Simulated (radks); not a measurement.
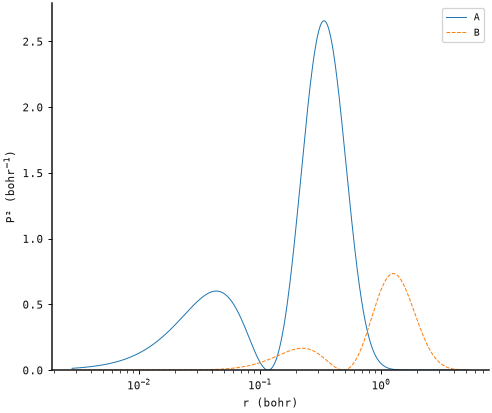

Ar⁺ (Z = 18, 17 electrons) in the configuration [Ne] 3s2 3p5. Level of theory: scalar-relativistic Kohn-Sham, r2SCAN, spin-unpolarised, spherical densities, finite nucleus. Computed with the in-house radial solver radks.

The plot shows the radial probability densities P² of 3p and 2s.

### Which curve belongs to which orbital?

A is 2s; B is 3p. 2s: outer maximum at 0.338 bohr, ⟨r⟩ = 0.412 bohr, 1 node, eigenvalue −316.6 eV; 3p: outer maximum at 1.26 bohr, ⟨r⟩ = 1.55 bohr, 1 node, eigenvalue −22.6 eV.
